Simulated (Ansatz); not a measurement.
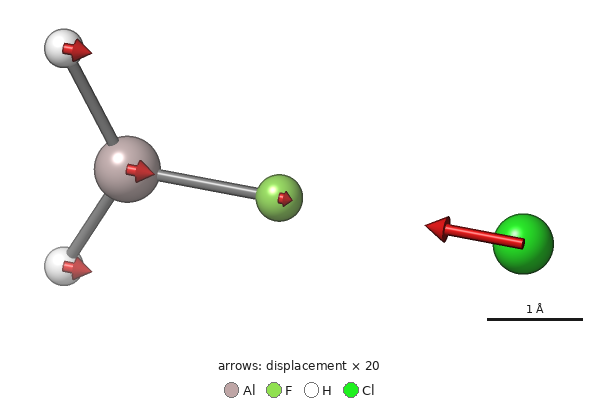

A relaxation of AlH₂ClF (multiplicity 2). The starting structure is drawn; red arrows show the displacements, magnified 20 times. The two geometries are superimposed by the best rigid fit.

A ball-and-stick model, seen from a free direction.

The run prepares an end point of a later path (reaction) calculation, from a guessed geometry.

Level of theory: UKS PBE0/def2-SVP in Ansatz. Set-up: collinear spin; force threshold 0.03 eV/Å; at most 50 steps.

Q: Atoms of which element are displaced furthest, and by how much?

A: Chlorine: up to 0.055 Å, against 0.016 Å for hydrogen.

Q: What did the optimiser do to the structure, and how much energy did it gain?

A: The largest move after the best rigid fit is that of the Cl atom, 0.055 Å. By element the largest moves are Cl 0.055 Å, H 0.016 Å, Al 0.016 Å, F 0.008 Å. Some distances before and after: Al–F 1.682 → 1.674 Å. The energy falls by 0.002 eV in 2 geometry steps. The largest force component goes from 0.23 to 0.019 eV/Å. The run took 17 s on 1 thread of Arm Neoverse V1, with other jobs on the host, peak memory 0.15 GiB.

Limits of the set-up: the start holds two separate molecules, 2.7 Å apart at their closest, whose relative position is a soft coordinate and is computed without a dispersion correction.
